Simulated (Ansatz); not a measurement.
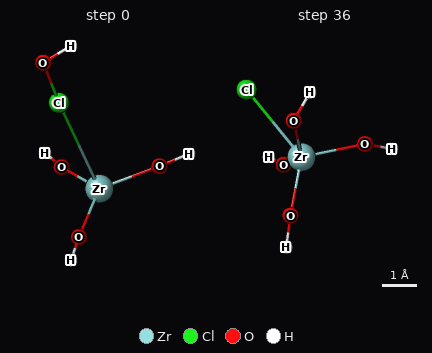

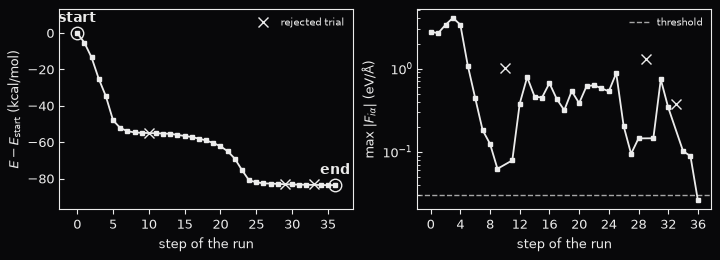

First and last geometry of a relaxation of ZrH₄O₄Cl (multiplicity 2), with the history of the run. A ball-and-stick model, seen from a free direction.

The run prepares an end point of a later path (reaction) calculation, from a guessed geometry.

The calculation used Ansatz, UKS PBE/def2-SVP. Set-up: collinear spin; force threshold 0.03 eV/Å; at most 50 steps.

> What do the curves and the structures tell?

It converged. The largest move after the best rigid fit is that of an O atom, 2.12 Å. By element the largest moves are O 2.12 Å, H 1.71 Å, Cl 1.62 Å, Zr 1.38 Å. Near-neighbour distances that change, for instance: O–Zr 5.380 → 2.186 Å, H–Zr 5.659 → 2.782 Å, Cl–Zr 3.709 → 2.605 Å, Cl–O 1.672 → 2.418 Å. New bonds form, among them: O–Zr (5.38 → 2.19 Å). Bonds break, among them: Cl–O (1.67 → 2.42 Å). Among the angles between lasting bonds that change: Zr–O–H 177.8° → 144.6°, Zr–O–H 173.6° → 150.8°, O–Zr–O 119.7° → 103.1°. Over 33 accepted moves (36 points after the start) the energy falls by 83.6 kcal/mol. The largest force component goes from 2.8 to 0.026 eV/Å. The line search rejected the trial steps at points 10, 29, 33 of the run. Cost: 100 s on 4 threads of Arm Neoverse V2, on a shared host, peak memory 0.27 GiB.

Limits of the set-up: the start holds two separate molecules, 3.7 Å apart at their closest, whose relative position is a soft coordinate and is computed without a dispersion correction.
